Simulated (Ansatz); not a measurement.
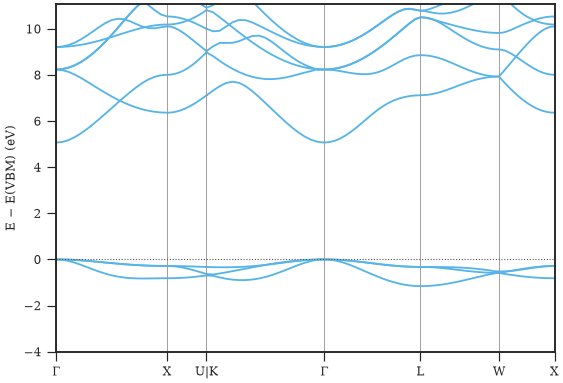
Band structure from the program Ansatz at the r²SCAN level (PAW)

Problem. Read off the gap and where the band edges lie.

Solution. About 5.1 eV (5.07 eV by a search for the band edges); maximum at Γ, minimum at Γ.

The material is KBr (rock salt, Fm-3m).

The cell was relaxed with r²SCAN under the symmetry of its start; phonons on a q-mesh show no instability. Scalar-relativistic: spin–orbit coupling is off unless named, which matters more the heavier the elements.

Potentials: the later of the program's two PAW sets.
